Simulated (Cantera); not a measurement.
Feed: 1 mol Pb, 0.47 mol NH3, 5.7 mol CO, 0.85 mol O2, at 1.50 mbar.

These are equilibrium values from Cantera (NASA tables, ideal gas, pure condensed phases), not measurements of a reactor. Candidate condensed phases: C, C6H6, C7H8, C8H18, H2O, Pb, PbO, PbO2, Pb3O4; 139 gas species. Rates play no part.

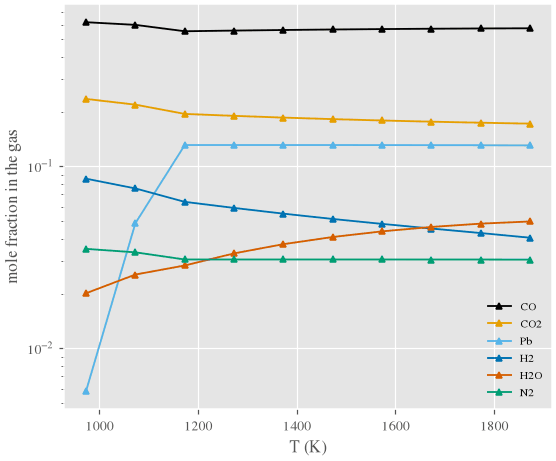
Figure: Equilibrium gas composition (values under 1e-9 drawn at 1e-9)

Read off the mole fractions at 1573 K.

CO about 0.57, CO2 about 0.18, Pb about 0.13, H2 about 0.048, H2O about 0.044, N2 about 0.031.
